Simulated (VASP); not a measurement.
Here is the system:

```
Ru
1.0
   -1.51649     1.51649     1.51649
    1.51649    -1.51649     1.51649
    1.51649     1.51649    -1.51649
Ru
1
Direct
  0.00000   0.00000   0.00000
```

These are r2SCAN meta-GGA, VASP's PBE PAW potentials (set 64) (plane waves; VASP) values and carry that method's errors. Numerical set-up: 400 eV cut-off, 19×19×19 Γ-centred mesh, tetrahedra with Blöchl corrections, potentials Ru_pv.

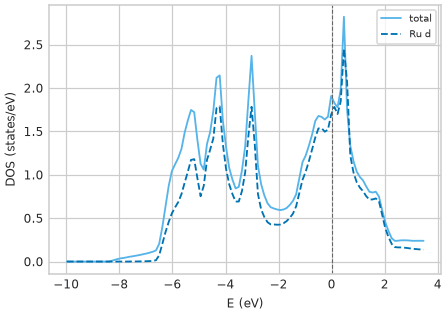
*Total and projected density of states, zero at the Fermi level*

Within 2 eV below the Fermi level the largest weight inside VASP's projection spheres is Ru d.

It has no gap at this level: it comes out as a metal or semimetal.

The structure was generated: Ru was put into the bcc type (Im-3m), which need not be its known phase. It was relaxed first.
